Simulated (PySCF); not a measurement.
# Two runs on C4H8O2

System: C4H8O2 (1,4-Dioxane), SMILES C1COCCO1.
Method of the first run: GIAO WP04/pcSseg-1 NMR shielding, non-relativistic, gas phase (PySCF 2.14.0).

The geometry comes from this level: PBE0-D3(BJ)/def2-SVP. Text and figures count atoms from 1; the logs count them from 0 in places.

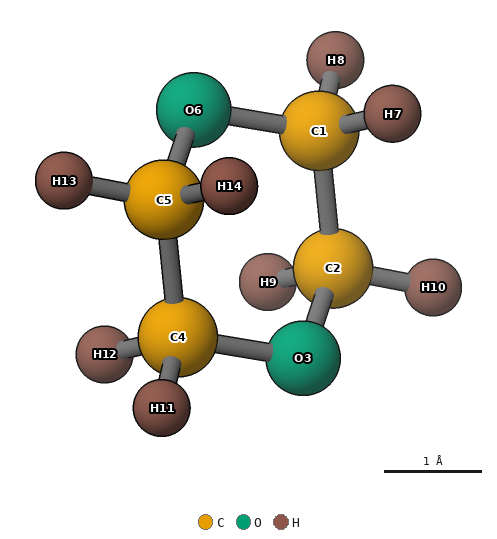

Fig. 1: The input geometry (ball-and-stick view, seen at a tilt; atoms are numbered from 1 in the order of the input).

**Input, the first run**
```
{"job": {"kind": "nmr", "xc": "WP04", "basis": "pcSseg-1", "pop": false}, "charge": 0, "multiplicity": 1}
C     -0.250319     1.358501    -0.019298
C      1.146705     0.769704     0.039912
O      1.129466    -0.485340     0.671908
C      0.247361    -1.364602     0.021372
C     -1.149369    -0.775789    -0.038248
O     -1.132173     0.479191    -0.670367
H     -0.602826     1.562123     1.013192
H     -0.254927     2.305851    -0.579377
H      1.546477     0.675805    -0.991170
H      1.823408     1.419872     0.614942
H      0.251664    -2.311981     0.581692
H      0.600157    -1.569604    -1.010988
H     -1.826146    -1.426032    -0.613092
H     -1.548899    -0.681517     0.992883
```

The first line tells a small driver script what to run in PySCF; the rest is the geometry in Å.

Command:
```bash
OMP_NUM_THREADS=1 python <driver script> task.json out
```

Hardware: 1 CPU thread, shared host.

**Output (the first run)**
```
coarse grid: 11480 points
cycle   1  E = -314.2764618356  dE =  7.856e-01  |g| = 1.093e+00  |ddm| = 3.293e+00
cycle   2  E = -313.8632361445  dE =  4.132e-01  |g| = 1.825e+00  |ddm| = 2.436e+00
cycle   3  E = -314.4790409217  dE = -6.158e-01  |g| = 1.618e-01  |ddm| = 1.857e+00
cycle   4  E = -314.4833468985  dE = -4.306e-03  |g| = 6.503e-02  |ddm| = 1.293e-01
cycle   5  E = -314.4843505989  dE = -1.004e-03  |g| = 1.669e-02  |ddm| = 6.067e-02
cycle   6  E = -314.4844075774  dE = -5.698e-05  |g| = 1.068e-03  |ddm| = 1.344e-02
cycle   7  E = -314.4844078477  dE = -2.704e-07  |g| = 1.234e-04  |ddm| = 1.326e-03
final grid: 110224 points
cycle   8  E = -314.5681521392  dE = -4.973e-05  |g| = 1.223e-02  |ddm| = 2.769e-02
cycle   9  E = -314.5681063635  dE =  4.578e-05  |g| = 2.020e-02  |ddm| = 1.726e-02
cycle  10  E = -314.5681801103  dE = -7.375e-05  |g| = 1.485e-03  |ddm| = 1.104e-02
cycle  11  E = -314.5681805824  dE = -4.721e-07  |g| = 2.560e-04  |ddm| = 1.434e-03
cycle  12  E = -314.5681805958  dE = -1.334e-08  |g| = 4.117e-05  |ddm| = 2.331e-04
cycle  13  E = -314.5681805961  dE = -3.068e-10  |g| = 7.654e-06  |ddm| = 3.840e-05
converged SCF energy = -314.5681805961

GIAO shielding tensors (ppm)
atom      isotropic    diamagn.    paramagn.     s11        s22        s33       span
  0 C      102.981     247.619    -144.639     81.976     92.205    134.762     52.786
  1 C      102.985     247.618    -144.633     81.987     92.200    134.768     52.780
  2 O      280.161     398.609    -118.448    244.588    284.359    311.537     66.949
  3 C      103.001     247.605    -144.604     81.994     92.222    134.787     52.793
  4 C      102.988     247.606    -144.618     81.983     92.200    134.783     52.800
  5 O      280.145     398.616    -118.470    244.621    284.287    311.528     66.907
  6 H       28.127      30.535      -2.408     24.087     27.315     32.979      8.892
  7 H       28.355      29.084      -0.729     24.913     26.983     33.169      8.256
  8 H       28.126      30.533      -2.407     24.089     27.311     32.980      8.891
  9 H       28.356      29.082      -0.726     24.916     26.983     33.169      8.253
 10 H       28.353      29.065      -0.712     24.913     26.980     33.167      8.254
 11 H       28.123      30.523      -2.400     24.084     27.308     32.976      8.892
 12 H       28.356      29.070      -0.714     24.915     26.982     33.170      8.255
 13 H       28.127      30.523      -2.397     24.087     27.314     32.980      8.893
```

The input of the second run differs as follows (lines with − go, lines with + come):
```diff
-"xc": "WP04"
+"xc": "BHandHLYP"
```

How does the second run compare with the first run?

The total energies belong to different methods, so their difference says nothing on which is more stable or more accurate. The HOMO goes from −8.08 to −8.39 eV. The LUMO goes from 0.14 to 2.36 eV. Of all shieldings, the largest change is that of O3, by +24.5 ppm. The functional changes from WP04 to BHandHLYP. Exact exchange removes part of the self-interaction error of semilocal functionals, which pushes filled and empty levels apart. The SCF takes 12 iterations against 13.

**Output (the second run)**
```
coarse grid: 11480 points
cycle   1  E = -307.3089563744  dE =  1.047e+00  |g| = 7.055e-01  |ddm| = 3.169e+00
cycle   2  E = -307.2954532935  dE =  1.350e-02  |g| = 7.885e-01  |ddm| = 9.012e-01
cycle   3  E = -307.4004700849  dE = -1.050e-01  |g| = 5.198e-02  |ddm| = 5.209e-01
cycle   4  E = -307.4009978597  dE = -5.278e-04  |g| = 8.539e-03  |ddm| = 3.280e-02
cycle   5  E = -307.4010143089  dE = -1.645e-05  |g| = 1.733e-03  |ddm| = 1.151e-02
cycle   6  E = -307.4010149860  dE = -6.771e-07  |g| = 6.238e-04  |ddm| = 1.865e-03
final grid: 110224 points
cycle   7  E = -307.4463832468  dE = -1.645e-05  |g| = 2.941e-03  |ddm| = 1.060e-02
cycle   8  E = -307.4463832608  dE = -1.397e-08  |g| = 3.066e-03  |ddm| = 3.444e-03
cycle   9  E = -307.4463849741  dE = -1.713e-06  |g| = 2.640e-04  |ddm| = 1.667e-03
cycle  10  E = -307.4463849846  dE = -1.048e-08  |g| = 1.287e-04  |ddm| = 2.778e-04
cycle  11  E = -307.4463849881  dE = -3.523e-09  |g| = 1.267e-05  |ddm| = 1.246e-04
cycle  12  E = -307.4463849881  dE = -4.263e-11  |g| = 2.242e-06  |ddm| = 1.555e-05
converged SCF energy = -307.4463849881

GIAO shielding tensors (ppm)
atom      isotropic    diamagn.    paramagn.     s11        s22        s33       span
  0 C      116.742     244.539    -127.797     97.287    106.916    146.025     48.738
  1 C      116.750     244.537    -127.786     97.301    106.917    146.034     48.734
  2 O      304.614     396.710     -92.096    256.481    312.976    344.385     87.904
  3 C      116.762     244.523    -127.761     97.305    106.932    146.050     48.745
  4 C      116.752     244.526    -127.775     97.292    106.915    146.048     48.756
  5 O      304.595     396.715     -92.121    256.514    312.882    344.388     87.874
  6 H       27.988      29.717      -1.729     23.733     27.165     33.068      9.336
  7 H       28.162      28.861      -0.699     24.340     26.688     33.459      9.118
  8 H       27.988      29.715      -1.727     23.734     27.160     33.069      9.335
  9 H       28.164      28.860      -0.696     24.344     26.688     33.459      9.116
 10 H       28.161      28.847      -0.686     24.341     26.685     33.457      9.116
 11 H       27.984      29.706      -1.722     23.729     27.157     33.065      9.336
 12 H       28.163      28.851      -0.687     24.343     26.687     33.460      9.117
 13 H       27.988      29.708      -1.720     23.732     27.163     33.069      9.337
```

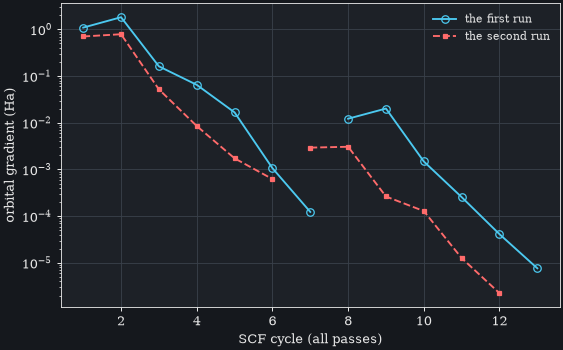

Fig. 2: Convergence of the two runs: orbital gradient against the SCF cycle. A break in a curve parts two SCF passes (coarse and final grid). The first run takes 13 cycles in all, and the second run takes 12.

**The two runs side by side**

| quantity | the first run | the second run |
| --- | --- | --- |
| outcome | converged | converged |
| total energy (hartree) | −314.568181 | −307.446385 |
| HOMO (eV) | −8.08 | −8.39 |
| LUMO (eV) | 0.14 | 2.36 |
| dipole moment (D) | 0.00 | 0.00 |
| shielding of C1 (ppm) | 103.0 | 116.7 |
| shielding of C2 (ppm) | 103.0 | 116.8 |
| shielding of O3 (ppm) | 280.2 | 304.6 |
| shielding of C4 (ppm) | 103.0 | 116.8 |
| shielding of C5 (ppm) | 103.0 | 116.8 |
| shielding of O6 (ppm) | 280.1 | 304.6 |
| shielding of H11 (ppm) | 28.4 | 28.2 |
| SCF iterations | 13 | 12 |
| basis functions | 142 | 142 |
| wall time (shared host) | 11 s | 11 s |
